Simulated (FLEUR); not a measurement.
## MnSe: exchange couplings by hand from total energies

Aim: get Heisenberg couplings of MnSe from the energies of collinear orders, with pencil and paper, and test them on an order left out of the fit.

Main program and level: FLEUR MaX-R8.1; LDA (VWN) with U = 4 eV on Mn d; all-electron FLAPW, Dirac cores, scalar-relativistic bands.

The database entry behind the starting cell differs from later determinations by our own check (about 0.4 % short), so it need not match the best structure at ambient conditions.

## (1) The starting structure

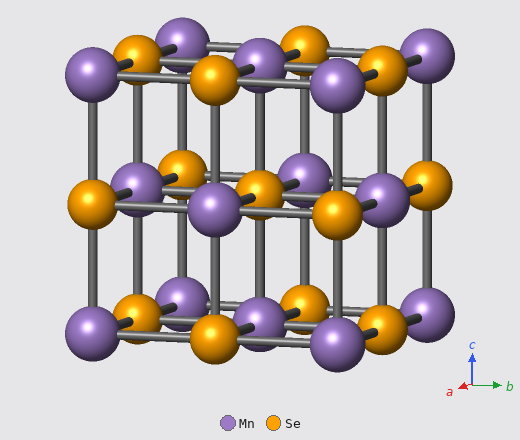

The starting structure, seen slightly off an axis (manganese light purple, selenium orange). This picture shows the conventional cell, with its axes. Some periodic images of atoms are drawn too.

## (2) The parallel order

All energies count from this run. The U counters the self-interaction that shrinks the moments of a localised shell.

inpgen writes inp.xml from crystal.txt; cutoffs, mixing, functional, smearing and local orbitals are then set in the file. The k list default-1 (kpts.xml, not shown) is a Γ-centred 8×8×8 mesh; where the ranks do not divide the number of points, some are split in two of half the weight.

The input, inp.xml:

```
<?xml version="1.0" encoding="UTF-8" standalone="no"?>
<fleurInput fleurInputVersion="0.39">
   <comment>
      MnSe
   </comment>
   <calculationSetup>
      <cutoffs Kmax="3.6" Gmax="10.8" GmaxXC="10.8" numbands="0"/>
      <scfLoop itmax="130" minDistance="0.0001" maxIterBroyd="15" imix="Anderson" alpha="0.05" precondParam="0.0" spinf="2.0" sdNocoIR="T"/>
      <coreElectrons ctail="T" frcor="F" kcrel="0" coretail_lmax="0"/>
      <xcFunctional name="vwn" relativisticCorrections="F"/>
      <magnetism jspins="2"/>
      <soc l_soc="F" theta="0.0" phi="0.0" spav="F"/>
      <expertModes spex="0" secvar="F"/>
      <geometryOptimization l_f="F" forcealpha="1.0" forcemix="BFGS" epsdisp="0.00001" epsforce="0.00001"/>
      <ldaU l_linMix="F" mixParam="0.05" spinf="1.0"/>
   </calculationSetup>
   <cell>
      <bzIntegration valenceElectrons="31.0" mode="hist" fermiSmearingEnergy="0.00293995">
         <kPointListSelection listName="default-1"/>
         <xi:include xmlns:xi="http://www.w3.org/2001/XInclude" href="kpts.xml"> </xi:include>
      </bzIntegration>
      <xi:include xmlns:xi="http://www.w3.org/2001/XInclude" href="sym.xml"> </xi:include>
      <bulkLattice scale="1.0">
         <bravaisMatrix>
            <row-1>    0.0000000000000000     5.1400550589120000     5.1400550589120000</row-1>
            <row-2>    5.1400550589120000     0.0000000000000000     5.1400550589120000</row-2>
            <row-3>    5.1400550589120000     5.1400550589120000     0.0000000000000000</row-3>
         </bravaisMatrix>
      </bulkLattice>
   </cell>
   <atomSpecies>
      <species name="Manganese 4.500" element="Mn" atomicNumber="25">
         <mtSphere radius="2.51" gridPoints="829" logIncrement="0.015"/>
         <atomicCutoffs lmax="10" lnonsphr="8"/>
         <electronConfig flipSpins="F">
            <coreConfig>(1s1/2) (2s1/2) (2p1/2) (2p3/2)</coreConfig>
            <valenceConfig>(3s1/2) (3p1/2) (3p3/2) (4s1/2) (3d3/2) (3d5/2)</valenceConfig>
            <stateOccupation state="(3d3/2)" spinUp="1.75" spinDown="0.25"/>
            <stateOccupation state="(3d5/2)" spinUp="3.0" spinDown="0.0"/>
         </electronConfig>
         <energyParameters s="4" p="4" d="3" f="4"/>
         <ldaU l="2" U="4.0" J="0.0" l_amf="F"/>
         <lo type="SCLO" l="0" n="3" eDeriv="0"/>
         <lo type="SCLO" l="1" n="3" eDeriv="0"/>
      </species>
      <species name="Selenium (Se)" element="Se" atomicNumber="34">
         <mtSphere radius="2.51" gridPoints="829" logIncrement="0.015"/>
         <atomicCutoffs lmax="10" lnonsphr="8"/>
         <electronConfig flipSpins="F">
            <coreConfig>(1s1/2) (2s1/2) (2p1/2) (2p3/2) (3s1/2) (3p1/2) (3p3/2)</coreConfig>
            <valenceConfig>(4s1/2) (3d3/2) (3d5/2) (4p1/2) (4p3/2)</valenceConfig>
            <stateOccupation state="(4p1/2)" spinUp="0.666667" spinDown="0.666667"/>
            <stateOccupation state="(4p3/2)" spinUp="1.333333" spinDown="1.333333"/>
         </electronConfig>
         <energyParameters s="4" p="4" d="3" f="4"/>
      </species>
   </atomSpecies>
   <atomGroups>
      <atomGroup species="Manganese 4.500">
         <relPos label="                   1">.0000000000 .0000000000 .0000000000</relPos>
         <force calculate="T" relaxXYZ="TTT"/>
      </atomGroup>
      <atomGroup species="Selenium (Se)">
         <relPos label="                   2">1.000/2.000 1.000/2.000 1.000/2.000</relPos>
         <force calculate="T" relaxXYZ="TTT"/>
      </atomGroup>
   </atomGroups>
   <output dos="F" band="F" slice="F">
      <bandDOS minEnergy="-.5*Htr" maxEnergy="0.5*Htr" sigma="0.015" storeEVData="T"/>
      <plotting iplot="0" polar="F">
         <plot TwoD="T" vec1="  1.0  0.0  0.0" vec2="  0.0  1.0  0.0" vec3="  0.0  0.0  1.0" zero="  0.0  0.0  0.0" file="plot"/>
      </plotting>
      <moessbauerParams electricFieldGradient="F" isomerShift="F" coreHyperfine="F" valenceHyperfine="F"/>
   </output>
</fleurInput>
```

The input, crystal.txt:

```
MnSe
&input film=F cartesian=F /
0.00000000000  2.72000000000  2.72000000000
2.72000000000  0.00000000000  2.72000000000
2.72000000000  2.72000000000  0.00000000000
1.8897261246
1.0 1.0 1.0

2
25 0.00000000000  0.00000000000  0.00000000000 : 4.500
34 0.50000000000  0.50000000000  0.50000000000

&kpt div1=8 div2=8 div3=8 gamma=T /
```

Command:

```sh
OMP_NUM_THREADS=1 inpgen -f crystal.txt > inpgen.log  # inp.xml is then edited as shown
OMP_NUM_THREADS=1 mpirun -n 4 fleur_MPI > fleur.log
```

The log of the run:

```text
Welcome to FLEUR        (www.flapw.de)
      MaX-Release 8.1          (www.max-centre.eu)

 ========== k-point set info ==========
 Selected k-point list: default-1
 k-point list type: mesh
 0 x 0 x 0
 Number of k points: 32

 [... set-up left out ...]
 no density matrix found ... skipping LDA+U
 Reset of history
 Iteration:     1   Distance:       4.90410701 me/bohr^3
 Iteration:     2   Distance:       6.40875079 me/bohr^3
 Iteration:     3   Distance:       6.04614733 me/bohr^3
 Iteration:     4   Distance:       2.27922351 me/bohr^3
[...]
[... left out ...]
            <freeEnergy value="-3583.5986422466"/>
            <extrapolationTo0K value="-3583.5986417071"/>
         </totalEnergy>
         [... left out ...]
         <ldaUDensityMatrixConvergence>
            <distance spin="1" distance="0.000000"/>
            <distance spin="2" distance="0.000001"/>
         </ldaUDensityMatrixConvergence>
         <densityConvergence units="me/bohr^3">
            <chargeDensity spin="1" distance="0.0000113310"/>
            <chargeDensity spin="2" distance="0.0000152620"/>
            <overallChargeDensity distance="0.0000173185"/>
            <spinDensity distance="0.0000205599"/>
         </densityConvergence>
      </iteration>
```

Run time: 7.5 s. Hardware: 4 MPI ranks of Intel Xeon 6975P-C (Granite Rapids), shared host; peak memory 0.25 GiB.

Spin moment in the muffin-tin sphere by atom:

| atom | spin moment in the muffin-tin sphere (μB) |
| --- | --- |
| Mn1 | 4.67 |
| Se2 | 0.11 |

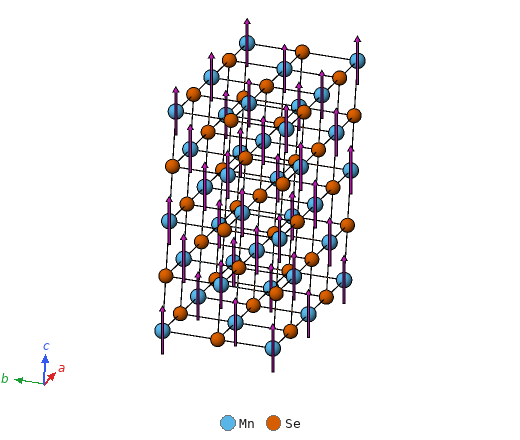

Spin moment in the muffin-tin sphere as arrows, the longest 4.67 μB. Up and down stand for the sign. Arrows give size and sign along the axis of quantisation, drawn up and down the page. 2×1×2 conventional cells are drawn. Some periodic images of atoms are drawn too.

Read from the output:

```yaml
free_energy: -97514.6868 eV
program_s_band_gap_on_this_mesh_in_a_metal_only_a_level_spacing: 1.076 eV
magnetization: 5 μB
final_state: ferromagnetic
```

After 15 cycles the largest moment stands at 4.67 μB.

## (3) The orders used for the fit

The other orders were run with the same settings, on meshes that hold the same points. Free energies are divided by the number of Mn atoms; q is in fractions of the reciprocal vectors of the first run's cell.

| order | atoms | mesh | free energy (eV) | eV per Mn | largest moment (μB) |
| --- | --- | --- | --- | --- | --- |
| F + | 2 | 8×8×8 | -97514.6868 | -97514.6868 | 4.67 |
| AF q=(0,1/2,1/2) +- | 4 | 8×4×8 | -195029.3855 | -97514.6927 | 4.64 |

## (4) Counting neighbours

With E = −Σ J e_i·e_j over ordered pairs of unit vectors, turning a neighbour from parallel to opposed costs 2J a Mn atom. So an order lies 2 Σ n J over the parallel one, n being the opposed neighbours in each shell.

| shell | distance (Å) | neighbours | opposed in AF q=(0,1/2,1/2) +- | opposed in AF q=(0,0,1/2) +- |
| --- | --- | --- | --- | --- |
| J1 | 3.85 | 12 | 8 | 6 |
| J2 | 5.44 | 6 | 0 | 6 |

Only J1 is kept.

## (5) Solving

```
2 × 8 × J1 = -5.9 meV    (AF q=(0,1/2,1/2) +-)
J1 = -0.37 meV
```

## (6) The test

The couplings now give the orders that were left out:

```
2 × 6 × (-0.37) = -4.4 meV    (AF q=(0,0,1/2) +-)
```

The runs themselves:

| order | atoms | mesh | free energy (eV) | eV per Mn | largest moment (μB) | over the parallel order (meV) | foretold (meV) |
| --- | --- | --- | --- | --- | --- | --- | --- |
| AF q=(0,0,1/2) +- | 4 | 8×8×4 | -195029.4389 | -97514.7195 | 4.59 | -32.7 | -4.4 |

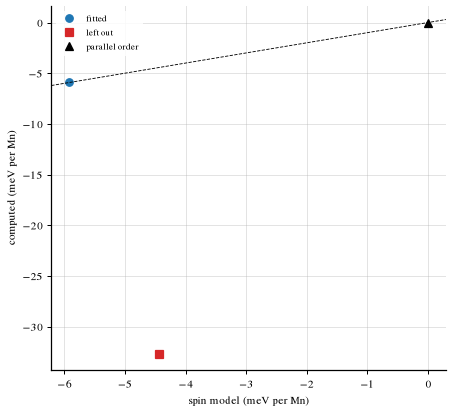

Computed energies of the orders against the model; the dashed line marks agreement.

## (7) One more shell

One try is to add the next shell, though changing moments can also cause the miss. Both differences then fix both couplings, and no order is left for a test.

```
2 × 8 × J1 = -5.9 meV    (AF q=(0,1/2,1/2) +-)
2 × 6 × J1 + 2 × 6 × J2 = -32.7 meV    (AF q=(0,0,1/2) +-)
J1 = -0.37 meV
J2 = -2.36 meV
```

## (8) Summary of results

```json
{"effective coupling of the reversed pairs, counted on J1 (Mn–Mn at 3.85 Å)": "-0.37 meV", "largest miss on the orders left out": "28 meV", "J1 with two shells": "-0.37 meV", "J2 with two shells": "-2.36 meV"}
```

The model misses the order left out by 28 meV, 86 % of the largest distance from the parallel order, so it fails: these couplings alone don't describe the crystal. With the next shell added the couplings are J1 = -0.37 and J2 = -2.36 meV, untested. The largest moments of the orders differ by 1.8 % of the greatest. One difference fixes one number: it sums all reversed shells and need not be the coupling of the nearest one, even in sign.

[Logs and program files are shortened in this print: banners, set-up blocks, solver, clock and traceback lines can be left out without a mark of their own.]

[Logs are printed without paths, hosts, clocks, repeated set-up lines and the standing remarks that a program may print on its own settings, such as how far it seeks lower states.]

[Hosts, paths, dates, database ids (printed as entryN), source tags and the programs' standing remarks are cut or masked in the printed files.]

[Where a cell is said to come from a database of computed structures, the database is the Materials Project.]
